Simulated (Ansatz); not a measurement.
One crystal and one scan (scan of one atom of the cell) at two levels, PBE (plane waves to 420 eV, PAW, scalar-relativistic; Ansatz, a first-principles code) and r2SCAN (plane waves to 500 eV, PAW, scalar-relativistic; Ansatz), each from its own relaxed cell and on its own mesh. The cell shown is that of PBE.

Starting cell, ZnS (zinc blende):

```
CELL_PARAMETERS angstrom
      0.00000     2.72172     2.72172
      2.72172     0.00000     2.72172
      2.72172     2.72172     0.00000
ATOMIC_POSITIONS crystal
  S  0.75000 0.75000 0.75000
  Zn 0.00000 0.00000 0.00000
```

Scan: atom 2 (Zn, nearest neighbour S at 2.357 Å; its periodic images, 3.8 Å or more away, move with it) is displaced along Cartesian [110], direction (0.707, 0.707, 0.000) in Cartesian axes, by s. The other atoms stay.

Energies are smeared free energies. ZnS was relaxed with its symmetry unable to fall. Percentages come from the unrounded values.

| quantity | PBE | r2SCAN | PBE − r2SCAN |
|---|---|---|---|
| Lattice constant a (Å) | 5.443 | 5.389 | +0.054 (+1.0 %) |
| Force constant k = d²E/ds² at s = 0 (finite differences) (eV/Å²) | 5.35 | 5.91 | -0.56 (-9.4 %) |

PBE gives the higher value for: lattice constant a. PBE gives the lower value for: force constant k = d²E/ds² at s = 0. Both give the same shape of the curve: a single well with its minimum at or next to zero displacement. Neither level is exact: the differences show how much the result hangs on the functional.

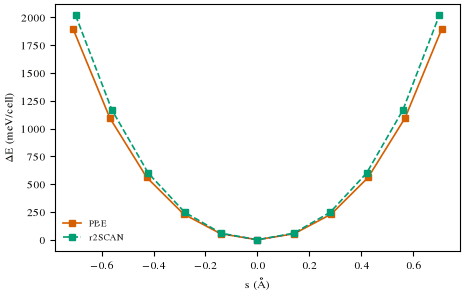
Figure: ΔE, each from the undisplaced structure of its own level.

(For displaced atoms, the force is minus the slope of the energy, and its curvature is a force constant, which sets phonon frequencies.)
